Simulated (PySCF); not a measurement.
C₃H₁₁GaS, singlet at its GFN2-xTB optimised geometry (Å):

```
16

Ga    -0.2575     0.0247     0.0000
C     -1.2288    -1.6815    -0.5436
H     -0.6742    -2.5849    -0.2694
H     -1.3818    -1.7197    -1.6262
H     -2.2189    -1.7458    -0.0814
C      1.7937     0.0247     0.0000
H      2.2300    -0.9216     0.3396
H      2.2292     0.8286     0.6043
H      2.1531     0.1793    -1.0215
C     -1.2294     1.8147     0.0000
H     -0.6882     2.5849     0.5592
H     -2.2300     1.7291     0.4351
H     -1.3580     2.1936    -1.0182
S     -0.4375    -0.3916     2.6585
H      0.4674    -1.3566     2.5243
H      0.4970     0.5394     2.8258
```

Calculation: B3LYP/def2-TZVP (PySCF).

Map of the electrostatic potential (hartree/e), clipped to [-0.08, 0.12] on the plane z = 1.2 Å:

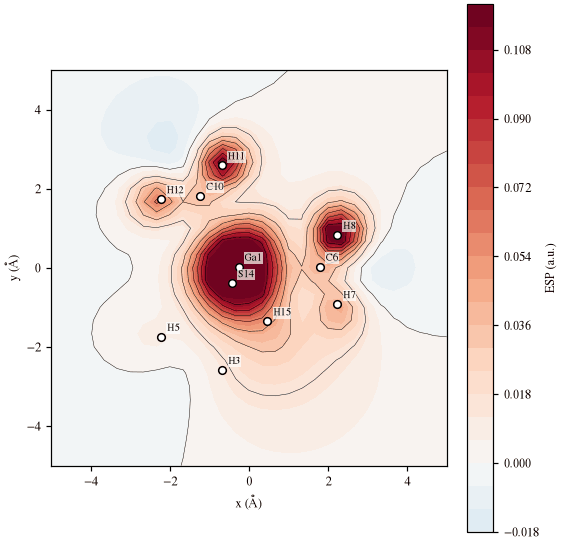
*Electrostatic potential (hartree/e), clipped to [-0.08, 0.12] on the plane z = 1.2 Å.*
